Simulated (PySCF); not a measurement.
**C2H5F3SSi2 (SMILES FC(F)=C(F)[SiH2]S[SiH3]): density, localisation and related maps**

```
atom    x (Å)    y (Å)    z (Å)
   F  -2.8260   1.5113   0.7871
   C  -2.3599   0.2694   0.8520
   F  -3.1068  -0.4567   1.6727
   C  -1.3028  -0.1245   0.1617
   F  -0.9075  -1.4131   0.2880
  Si  -0.2597   0.9640  -0.9946
   S   1.6963   1.1779  -0.1843
  Si   2.4178  -0.8510   0.1296
   H  -0.8280   2.2947  -1.0233
   H  -0.2269   0.2465  -2.2643
   H   1.7333  -1.3931   1.2927
   H   3.8353  -0.6248   0.3513
   H   2.1306  -1.6001  -1.0863
```

Geometry: GFN2-xTB.

These are results of PySCF 2.14.0, wB97X-D/def2-SVPD, SCF density, gas phase, not measurements.

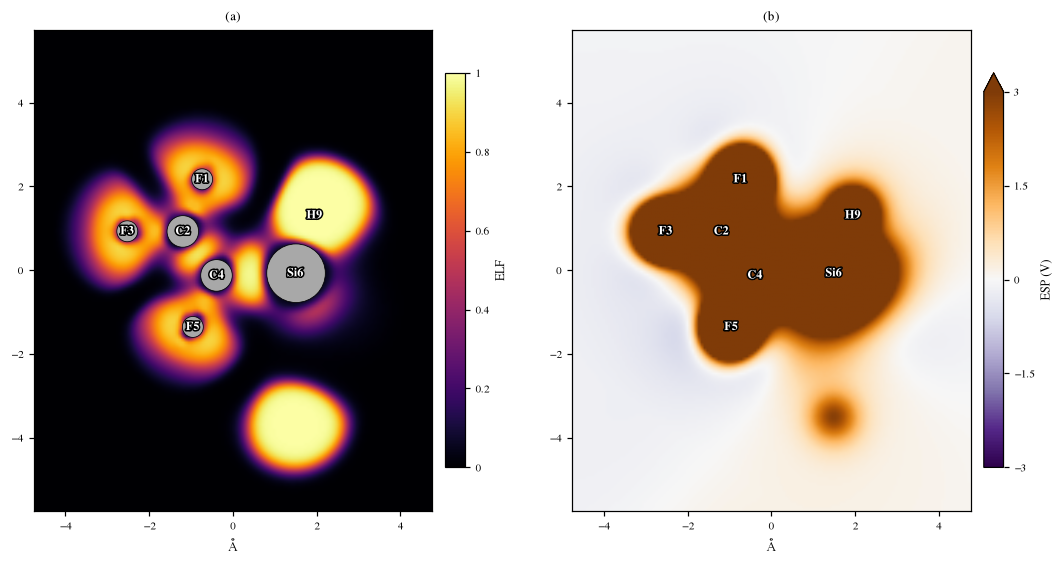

Figure 1. (a) ELF; (b) electrostatic potential on the plane of atoms F3, C2 and C4. Grey discs cover the atomic cores in the ELF map.

> What do the fields say about this system?

Atoms in the plane: F, C, Si and H. C–C (1.32 Å): the ELF peaks at about 0.90 between the atoms; a multiple bond. C–F (1.33 Å): the ELF peaks at about 0.85 between the atoms, as expected for a shared but strongly polarised pair. C–Si (1.90 Å): the ELF peaks at about 1 between the atoms (localised, covalent bonding). Si–H (1.45 Å): the ELF climbs to about 1 towards the hydrogen, as it does in any bond to H. The ELF also peaks beside F5, F3 and F1, away from the bonds: lone-pair regions. Outside the dense part of the molecule the potential is most negative (−0.6 V) near F5.

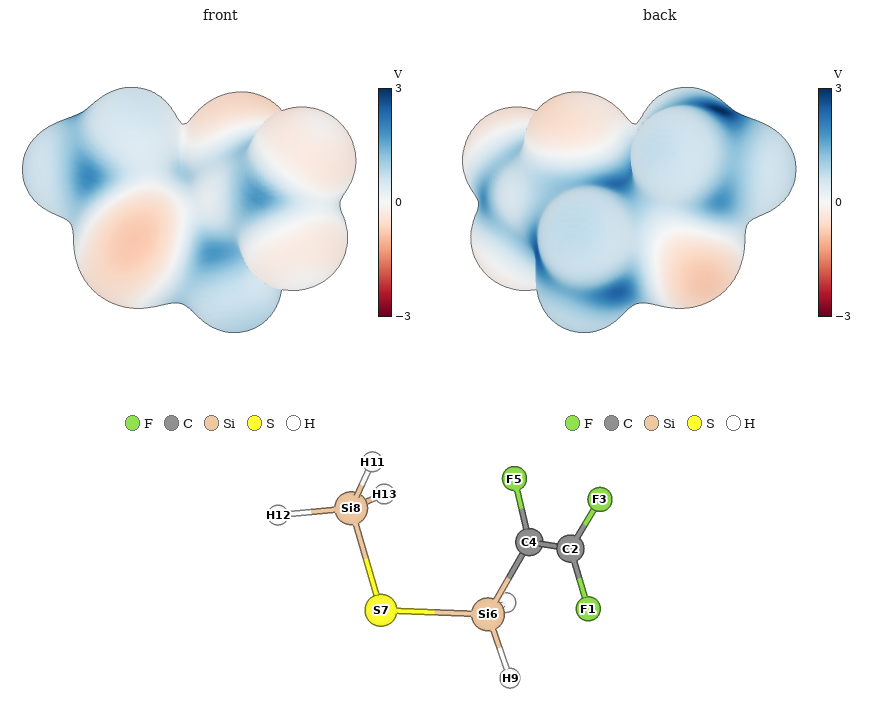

Figure 2. The electrostatic potential painted on the density surface at 0.004 e/bohr³, seen from the front and from behind; red is negative and blue positive. The bare structure is drawn below in the same view.

> Describe the electrostatic potential map.

The most negative region (about −0.8 V, or −18 kcal/mol for a unit charge) lies over S7, the most positive (about +2.6 V, or +60 kcal/mol for a unit charge) over Si6 and Si8.

> How polar is the molecule by this calculation?

Its dipole moment is 1.17 D.
